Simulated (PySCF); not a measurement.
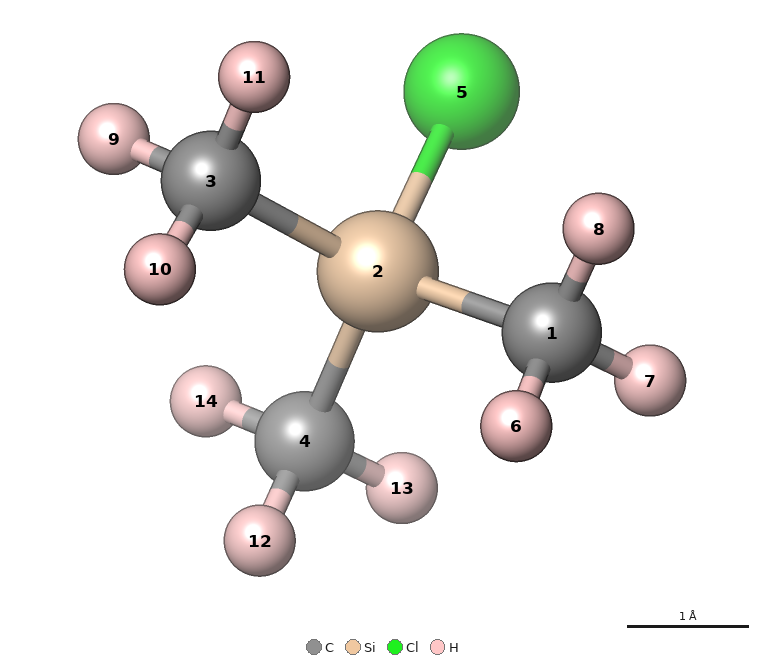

Orthographic view. Depth is shown by fading: the farther an atom, the more it takes the colour of the background. The computed structure is the end point of a PBE0-D3(BJ)/def2-SVP optimisation. No frequency run is at hand to confirm it as a minimum.

Write a MOL file (V2000) with the atoms in numerical order, bonds sorted by atom number with the orders drawn, and coordinates in the frame of the picture: x right, y up, z towards the viewer, origin at the mean position.

```
C3H9ClSi
                    3D

 14 13  0  0  0  0  0  0  0  0999 V2000
    1.5800   -0.2300    0.8300 C   0  0  0  0  0  0  0  0  0  0  0  0
    0.1300    0.2800   -0.2400 Si  0  0  0  0  0  4  0  0  0  0  0  0
   -1.2600    1.0300    0.7600 C   0  0  0  0  0  0  0  0  0  0  0  0
   -0.4800   -1.1300   -1.3000 C   0  0  0  0  0  0  0  0  0  0  0  0
    0.8300    1.7700   -1.5300 Cl  0  0  0  0  0  0  0  0  0  0  0  0
    1.2800   -1.0100    1.5500 H   0  0  0  0  0  0  0  0  0  0  0  0
    2.4000   -0.6300    0.2100 H   0  0  0  0  0  0  0  0  0  0  0  0
    1.9700    0.6300    1.3900 H   0  0  0  0  0  0  0  0  0  0  0  0
   -2.0600    1.3800    0.1000 H   0  0  0  0  0  0  0  0  0  0  0  0
   -1.6800    0.3000    1.4600 H   0  0  0  0  0  0  0  0  0  0  0  0
   -0.9000    1.8900    1.3400 H   0  0  0  0  0  0  0  0  0  0  0  0
   -0.8500   -1.9600   -0.6800 H   0  0  0  0  0  0  0  0  0  0  0  0
    0.3300   -1.5200   -1.9400 H   0  0  0  0  0  0  0  0  0  0  0  0
   -1.3000   -0.8000   -1.9600 H   0  0  0  0  0  0  0  0  0  0  0  0
  1  2  1  0
  1  6  1  0
  1  7  1  0
  1  8  1  0
  2  3  1  0
  2  4  1  0
  2  5  1  0
  3  9  1  0
  3 10  1  0
  3 11  1  0
  4 12  1  0
  4 13  1  0
  4 14  1  0
M  END
```
